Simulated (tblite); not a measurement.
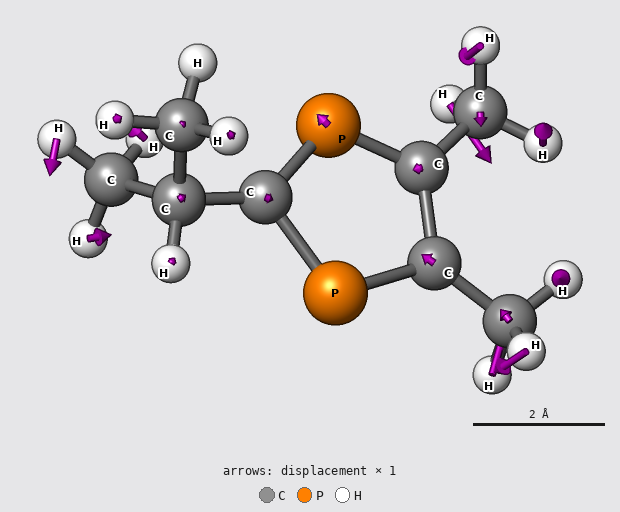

A relaxation of C$_{8}$H$_{13}$P$_{2}$ (charge −1). The starting structure is drawn; purple arrows show the displacements, at their true length. The two geometries are superimposed by the best rigid fit.

A ball-and-stick model, seen at a tilt.

Method: GFN2-xTB geometry optimisation, gas phase (tblite). 

> Which element moves most?

Hydrogen: up to 1.13 Å, against 0.26 Å for phosphorus.

> Describe the change and its energy.

After 115 geometry steps the energy has fallen by 51.3 kcal/mol. An H atom moves most after the best rigid fit: 1.13 Å. Largest moves by element: H 1.13 Å, P 0.26 Å, C 0.25 Å. Some distances before and after: C–C 1.565 → 1.375 Å, C–P 1.635 → 1.758 Å, C–P 1.851 → 1.757 Å, C–P 1.818 → 1.737 Å. Among the angles between lasting bonds that change: C–P–C 112.8° → 94.2°, C–C–P 139.3° → 122.3°, P–C–P 101.2° → 117.3°. Groups turn about C–C by about 50°, C–C by about 45°, C–C by about 30°. The run took 1.4 s on 1 thread of Intel(R) Xeon(R) Platinum 8488C (shared host).
